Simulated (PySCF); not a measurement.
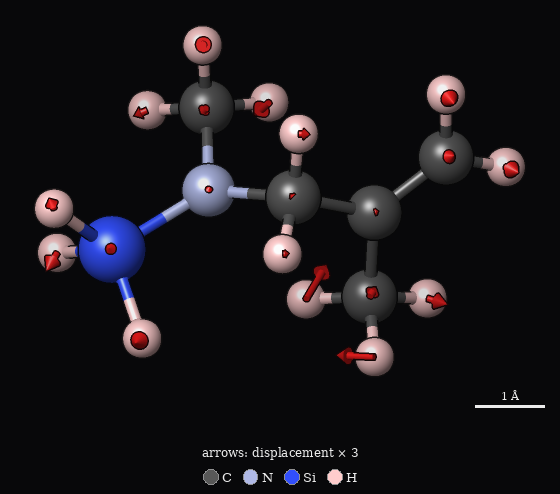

A relaxation of C₅H₁₃NSi. The starting structure is drawn; red arrows show the displacements, 3 times their true length. The two geometries are superimposed by the best rigid fit.

The picture is a ball-and-stick view, seen face on.

The start comes from GFN2-xTB. Its atoms were then displaced at random by about 0.01 Å.

Method: PBE0-D3(BJ)/def2-SVP geometry optimisation, gas phase (PySCF). 

### Which element moves most?

Hydrogen: up to 0.30 Å, against 0.08 Å for carbon.

### What happened in the run?

The atom that moves furthest after the best rigid fit is an H atom (0.30 Å). By element the largest moves are H 0.30 Å, C 0.08 Å, Si 0.06 Å, N 0.03 Å. Some distances before and after: H–Si 1.449 → 1.494 Å, C–H 1.064 → 1.102 Å, C–C 1.474 → 1.512 Å, C–N 1.480 → 1.448 Å. Bond angles that change, for instance: N–C–H 107.2° → 111.5°, C–C–H 112.7° → 109.1°, C–C–H 111.6° → 108.2°. The energy falls by 4.19 kcal/mol in 8 geometry steps.
